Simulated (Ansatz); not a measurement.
Input

```
crystal:
  lattice:
    - [6.537939, -0.043909, 0.03109]
    - [-0.043909, 6.278454, 0.139098]
    - [0.03109, 0.139098, 6.27442]
  atoms:
    - { symbol: Al, position: [0.6124206508, 0.9575671072, 0.0403703632] }
    - { symbol: Al, position: [0.0774049213, 0.4378116215, 0.8780657918] }
    - { symbol: Al, position: [0.0763245703, 0.1198142204, 0.5609303125] }
    - { symbol: Al, position: [0.260464667, 0.162808913, 0.1731055781] }
    - { symbol: Al, position: [0.489676153, 0.514129789, 0.9984946006] }
    - { symbol: Al, position: [0.4868382617, 0.9952552126, 0.4858465018] }
    - { symbol: Al, position: [0.8307047078, 0.2772706749, 0.2245887396] }
    - { symbol: Al, position: [0.062663101, 0.7697590912, 0.2384239163] }
    - { symbol: Al, position: [0.3289325259, 0.4876787599, 0.5093589693] }
    - { symbol: Al, position: [0.6635753116, 0.6476334637, 0.3495135042] }
    - { symbol: Al, position: [0.7164041514, 0.2826951894, 0.7144642487] }
    - { symbol: Al, position: [0.2578593554, 0.8258177926, 0.8410802322] }
    - { symbol: Al, position: [0.8306609638, 0.7719473141, 0.7217688898] }
    - { symbol: Ni, position: [0.9686938024, 0.0533751093, 0.9455364753] }
    - { symbol: Ni, position: [0.9621871131, 0.4950469827, 0.5022010905] }
    - { symbol: Ni, position: [0.3716989517, 0.1938312592, 0.8041126029] }
basis:
  ecutwfc: 420
kpoints:
  mp_grid: { grid: [5, 5, 5] }
hamiltonian:
  xc: pbe
scf:
  occupations: { method: gaussian, width: 0.1 }
  n_extra_bands: 8
output:
  forces: true
  stress: true
  eigenvalues: true
  populations: true
  dos:
    method: { smearing: { sigma: 0.1, scheme: gaussian } }
    projected: true
    de: 0.02
  write_density: true
  write_potential: true
  elf: true
  volumetric_format: npy
```

Run with:

```sh
ansatz run input.yaml --threads 4 --pin off --max-ram 9216MiB --backend cpu --events-out ev --progress --plain --runs-dir out
```

Below, planes, directions and counts refer to the conventional cell (a = 6.28 Å, b = 6.28 Å, c = 6.54 Å, α = 90.78°, β = 90.55°, γ = 92.54°).

Space group P1; a generated structure, not necessarily the stable one; computed without spin polarisation.

These are results of Ansatz, DFT PBE, scalar-relativistic, plane waves, PAW, not measurements.

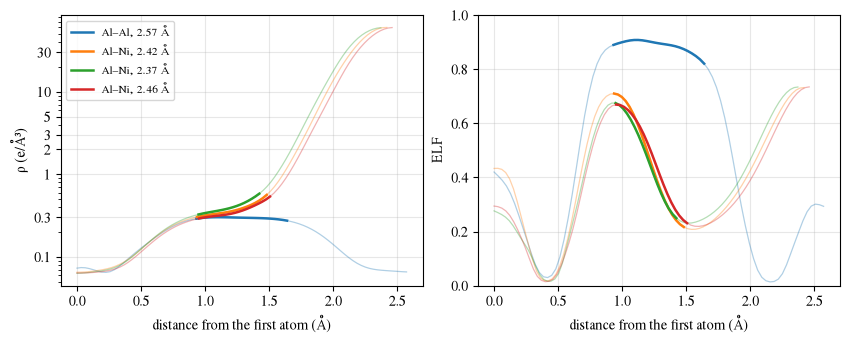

Al13Ni3. Valence electron density and electron localisation function along straight lines between neighbouring atoms. Thin, pale parts lie inside the atomic spheres.

Core electrons are frozen (PAW), and the valence fields are smoothed inside the atomic spheres.

> What can be read from the curves?

Al–Al (2.57 Å): ρ is about 0.3 e/Å³ halfway; the ELF peaks at about 0.90 between the atoms.
Al–Ni (2.42 Å): ρ is about 0.36 e/Å³ halfway; the ELF peaks at about 0.70 between the atoms.
Al–Ni (2.37 Å): the density is about 0.39 e/Å³ at the midpoint; the ELF peaks at about 0.65 between the atoms.
Al–Ni (2.46 Å): the density is about 0.34 e/Å³ at the midpoint; the ELF peaks at about 0.65 between the atoms.
